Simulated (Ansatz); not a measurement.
# Work function of Cu by crystal face

How much does the work function of Cu differ between its low-index faces, and does the functional change the order?

Measured values are compiled ones, as quoted in “Anisotropic work function of elemental crystals” (2019, arxiv:1902.07811).

Set-up. Ansatz 0.2.0, plane waves with PAW datasets (its set soft_2) at their recommended cutoffs; symmetric slabs of 7 layers (11 for bcc (111)) cut at the tabulated experimental lattice constant, atoms at bulk places, 18 Å of vacuum, k-spacing 0.16 Å⁻¹ (2π included), Fermi-Dirac smearing of 0.1 eV, SCF threshold 1e-9 eV; spin-polarised where the metal is Fe, Co or Ni. The work function is the vacuum level less the Fermi level; differences are formed before rounding.

The runs side by side:

| face | atoms per nm² | LDA (eV) | PBEsol (eV) | r2SCAN (eV) | PBE (eV) | RPBE (eV) | PBE, relaxed (eV) | measured (eV) |
| --- | --- | --- | --- | --- | --- | --- | --- | --- |
| (111) | 17.7 | 5.17 | 4.94 | 4.85 | 4.82 | 4.65 | 4.82 | 4.9 |
| (100) | 15.3 | 4.90 | 4.66 | 4.54 | 4.54 | 4.37 | 4.52 | 4.73 |
| (110) | 10.9 | 4.68 | 4.42 | 4.30 | 4.32 | 4.14 | 4.35 | 4.56 |

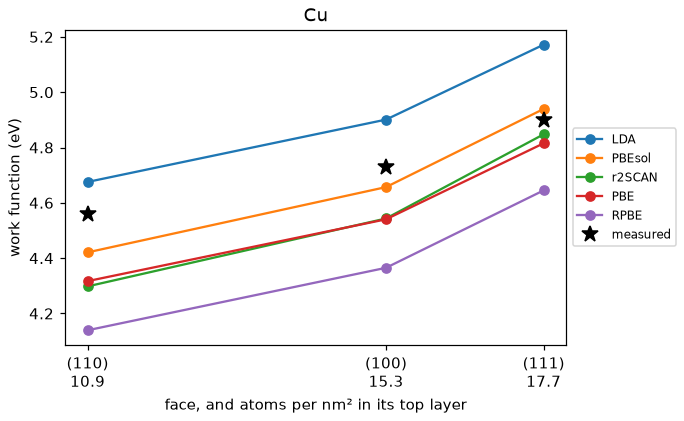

Work function against the density of the top layer.

**Answer.** With PBE the work function runs from 4.82 eV on (111) to 4.32 eV on (110). It falls with the atom density, as Smoluchowski smoothing would have it: on an open face electrons flow from the ridges into the troughs, which weakens the surface dipole. All functionals in the table give the same order. LDA lies 0.36 eV above PBE. With the layers relaxed PBE misses the measured values by 0.08 to 0.21 eV. Against the 3 measured values on unreconstructed faces, PBEsol comes nearest (mean absolute error 0.08 eV), and PBE misses by 0.08 to 0.24 eV. r2SCAN and PBE are within 0.1 eV of PBEsol's error, inside the spread of measured values. For (111), (100) and (110) the measured order is the one that PBE gives. Relaxing all layers with PBE (forces under 0.01 eV/Å) moves the values by −0.02 to +0.03 eV.

**Limits.** Slabs this thin leave size errors that can reach a tenth of an eV or more. Compiled measured values differ between sources by a tenth of an eV or more. The functionals share one unrelaxed geometry at the tabulated experimental lattice constant; the relaxed column keeps that in-plane lattice, which is not PBE's own.
